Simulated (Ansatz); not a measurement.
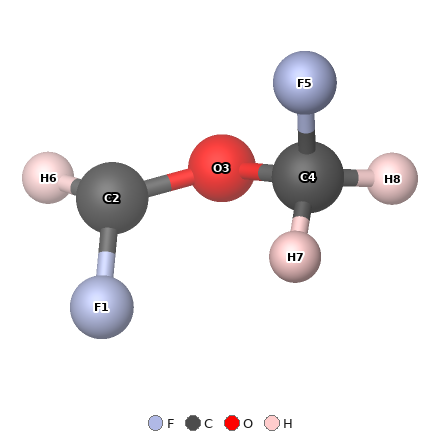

The system is C2H3F2O, SMILES F[CH]OCF, spin multiplicity 2; the picture shows the reference structure. First axis: angle C2–O3–C4 (carried through 180). Second axis: change of the bonds O3–C2, O3–C4, all alike. Nothing is relaxed (all other coordinates rigid). The scan uses a 13 × 13 grid. Points are written as (first, second). Energies: eV, counted from the relaxed molecule at the same level. Theory: UKS PBE-D4/def2-SVP in Ansatz.

Its coordinates:

```xyz
8

F     0.7357   -0.2415    1.7592
C     0.1519    0.7645    1.0627
O    -0.6609    0.3515    0.0522
C    -0.0873   -0.4882   -0.9218
F     0.6296    0.2434   -1.8316
H    -0.3276    1.5255    1.7057
H     0.5905   -1.2318   -0.4485
H    -0.9397   -0.9808   -1.4338
```

Range: angle C2–O3–C4 (carried through 180) from 98.8 to 261.2°; change of the bonds O3–C2, O3–C4, all alike from −0.152 to 0.235 Å.

**What will the energy surface look like?**

The lowest grid point is at (112.4°, 0.009 Å), 0.019 eV from the relaxed molecule at the same level. There is a further well near (234.1°, −0.023 Å) (0.20 eV above the lowest at that grid point). The highest grid point, (261.2°, −0.152 Å), lies 3.02 eV above the lowest. On the interpolated surface the easiest way out of the lowest well to the well at about (241°, 0.00 Å) passes a barrier of about 1 eV. Round the minimum the valley is somewhat tilted: raising the first coordinate shifts the best value of the second coordinate downwards (coupling k₁₂/√(k₁₁k₂₂) about 0.3).

```tsv
second ↓, first →	98.8	112.4	125.9	139.4	152.9	166.5	180.0	193.5	207.1	220.6	234.1	247.6	261.2
0.235	1.30	1.26	1.49	1.85	2.26	2.60	2.74	2.64	2.34	1.97	1.63	1.43	1.55
0.203	1.06	1.00	1.21	1.57	1.97	2.30	2.44	2.35	2.06	1.69	1.36	1.17	1.33
0.171	0.85	0.75	0.94	1.29	1.69	2.02	2.15	2.06	1.79	1.43	1.10	0.93	1.14
0.138	0.67	0.52	0.69	1.03	1.42	1.74	1.87	1.79	1.52	1.17	0.85	0.70	0.98
0.106	0.53	0.32	0.47	0.80	1.18	1.49	1.63	1.55	1.29	0.94	0.64	0.51	0.86
0.074	0.43	0.17	0.29	0.61	0.97	1.28	1.41	1.33	1.08	0.75	0.46	0.36	0.78
0.042	0.39	0.06	0.16	0.45	0.81	1.10	1.23	1.16	0.92	0.59	0.32	0.26	0.78
0.009	0.43	0.02	0.08	0.35	0.69	0.98	1.10	1.03	0.80	0.49	0.23	0.22	0.84
−0.023	0.55	0.05	0.07	0.32	0.64	0.92	1.04	0.97	0.74	0.45	0.22	0.25	1.00
−0.055	0.78	0.18	0.15	0.37	0.68	0.94	1.06	0.99	0.77	0.49	0.29	0.38	1.27
−0.088	1.15	0.43	0.35	0.53	0.82	1.06	1.17	1.11	0.90	0.64	0.47	0.63	1.70
−0.120	1.66	0.82	0.67	0.82	1.08	1.31	1.41	1.34	1.14	0.90	0.77	1.02	2.27
−0.152	2.36	1.38	1.15	1.26	1.49	1.70	1.79	1.72	1.53	1.32	1.23	1.57	3.04
```

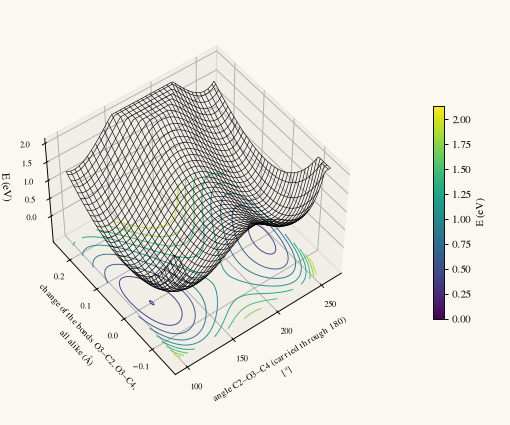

The picture shows a relief with its contours projected below, any walls above the top of the colour scale cut off. Between grid points the surface is interpolated.

Each point was launched as `ansatz run input.yaml --threads 1 --pin off --max-ram 2560MiB --backend cpu --events-out ev --progress --plain --runs-dir out`. Time for the 169 points that were run: 10 min on 1 thread of Arm Neoverse V2, on a shared host.
